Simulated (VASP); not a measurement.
Band structure of SiC (space group P6_3mc). All values below come from SCAN meta-GGA, VASP's PBE PAW potentials (set 64) (plane waves; VASP 6.6.1).

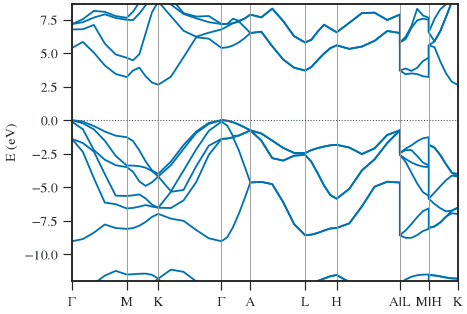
Fig. 1. Bands along high-symmetry lines, zero at the valence-band maximum or, without a gap, the Fermi level

Question: Read the plot: is there a gap, and where are the band edges?

Answer: The gap is indirect, 2.64 eV, from the valence maximum at Γ to the conduction minimum at K.

The structure comes from a measured SiC entry (P6_3mc) of the Crystallography Open Database, whose conditions weren't checked. It was relaxed first.
